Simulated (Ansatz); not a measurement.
Results of BLYP in Ansatz (PAW) for rutile SnO₂.

Run with plane-wave cutoff 520 eV, 8×8×10 k mesh (along the axes of the cell as run), Fermi–Dirac smearing 0.01 eV, scalar-relativistic PAW data made under PBE.

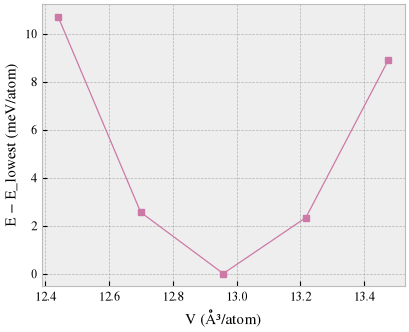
Total energy against volume

**Question.** From the curve, estimate the equilibrium volume and the bulk modulus.

**Answer.** V0 ≈ 13.0 Å³/atom and B0 ≈ 150 GPa; the fit gives V0 = 12.958 Å³/atom, B0 = 151 GPa, B′ = 5.9.

Shape and atoms are relaxed at each volume.

Measured, for comparison: bulk modulus 212 GPa (temperature not stated, not corrected to a static lattice, from measured elastic constants; as tabulated in Toher et al. (2017), arXiv:1611.05714). Computed (rounded) less measured: bulk modulus -29 %.

Note: the bulk modulus comes from volumes at which shape and atoms were relaxed.

Spin–orbit coupling is not included.

Computed values are for the static lattice.

Computing time: roughly 7 core-minutes.

Ansatz is a first-principles code.
